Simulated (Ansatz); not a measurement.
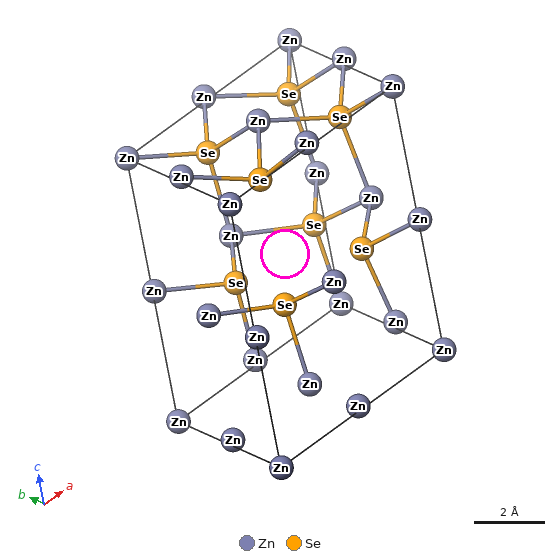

This ball-and-stick model is shown slightly off an axis. The wireframe shows the supercell. The host is ZnSe, in a cell of 16 sites, and the cell carries a charge of -2. A ring marks the defect's site.

> Where does the cell differ from the host, and how?

A zinc vacancy. Around the empty site lie four Se at about 2.3 to 2.4 Å.

Calculation details: Ansatz, DFT PBE, scalar-relativistic, plane waves, PAW; plane waves up to 420 eV, a 2×2×2 k-point grid, Gaussian smearing of 0.01 eV, collinear spins.

> Does the defect carry a magnetic moment?

No net moment.

The atoms were relaxed in the host's cell with DFT PBE, scalar-relativistic, plane waves, PAW (Ansatz 0.2.0).
